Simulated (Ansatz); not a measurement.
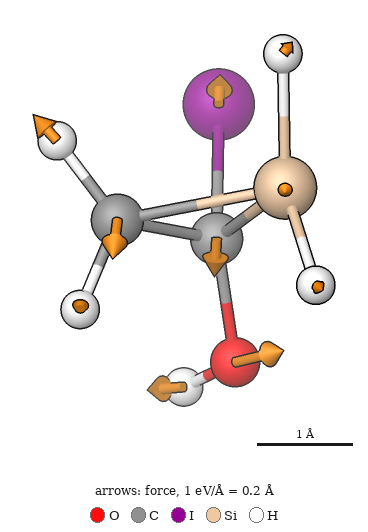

Starting geometry of C2H5IOSi (coarse preliminary run) with the computed forces as orange arrows. A ball-and-stick model, seen from a free direction.

The start comes from a force field.

Theory: Ansatz, RKS PBE-D4/def2-SVP.

Input
```yaml
crystal:
  periodic: [false, false, false]
  atoms:
    - {symbol: O, position_ang: [-0.772800, 0.653400, 1.536900]}
    - {symbol: C, position_ang: [0.193000, 0.331500, 0.578700]}
    - {symbol: I, position_ang: [2.119400, 0.693200, 1.234300]}
    - {symbol: C, position_ang: [0.021900, -0.924900, -0.147400]}
    - {symbol: Si, position_ang: [-0.119200, 0.637200, -1.226300]}
    - {symbol: H, position_ang: [-0.637900, 0.300400, 2.385300]}
    - {symbol: H, position_ang: [-0.992600, -1.407800, -0.052400]}
    - {symbol: H, position_ang: [0.803700, -1.565400, -0.433500]}
    - {symbol: H, position_ang: [-1.505800, 0.727200, -1.690100]}
    - {symbol: H, position_ang: [0.973300, 0.504000, -2.182500]}
basis:
  gaussian: {orbitals: def2-SVP}
hamiltonian: {xc: pbe, dispersion: d4}
relax: {f_tol: 0.03, max_steps: 200}
```

Command:
```bash
ansatz run in.yaml --threads 4 --pin off --events-out ev --progress --plain --max-ram 10444MiB
```

Is this structure relaxed? If not, where do the atoms go?

It isn't relaxed: the largest force vector, on O1, is 3.82 eV/Å. The final displacements have little in common with the starting forces (cosine between the two patterns 0.27). The atom that moves furthest after the best rigid fit is H10 (0.30 Å). By element the largest moves are H 0.30 Å, I 0.20 Å, Si 0.16 Å, O 0.15 Å, C 0.09 Å. Among the contacts that change: C2–I3 2.067 → 2.251 Å, C2–C4 1.461 → 1.533 Å, O1–H6 0.929 → 0.982 Å, C4–H8 1.050 → 1.102 Å. Bond angles that change, for instance: C4–Si5–H10 104.0° → 119.6°, C4–Si5–H9 107.5° → 117.1°, C2–O1–H6 116.0° → 107.8°. Groups turn about O1–C2 by about 25°. The energy falls by 17.9 kcal/mol in 7 accepted moves (8 points after the start). Largest force component: 3.2 eV/Å at the start, 0.018 eV/Å at the end. The line search rejected the trial step at point 3 of the run. The run took 13 s on 4 threads of Arm Neoverse V1, with other jobs on the host.
